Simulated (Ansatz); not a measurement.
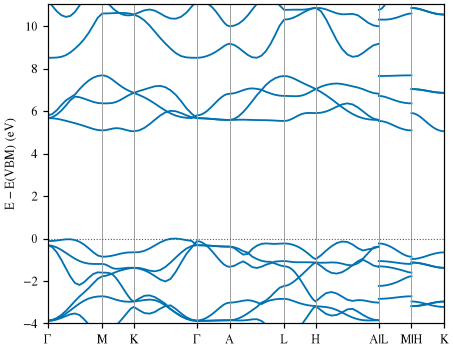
Figure: Band structure from r²SCAN+D4 (plane waves, PAW; program Ansatz)

Question: Read off the gap and where the band edges lie.

Answer: About 5.0 eV (5.05 eV by a search for the band edges); maximum on the K–Γ line, 64 % of the way from K, minimum at K.

The material is HfO2 (CdI2 type, P-3m1).

The cell is a constructed one: a structure type filled with these elements; neither database checked (COD, Materials Project) lists it. It is not the phase usual at ambient conditions (space group No. 14, 29). The cell was relaxed with r²SCAN+D4 under the symmetry of its start; its stability against distortions is not shown here. The run is not spin-polarised. Scalar-relativistic: spin–orbit coupling is off unless named, which matters more the heavier the elements.

Potentials: the earlier of the program's two PAW sets.
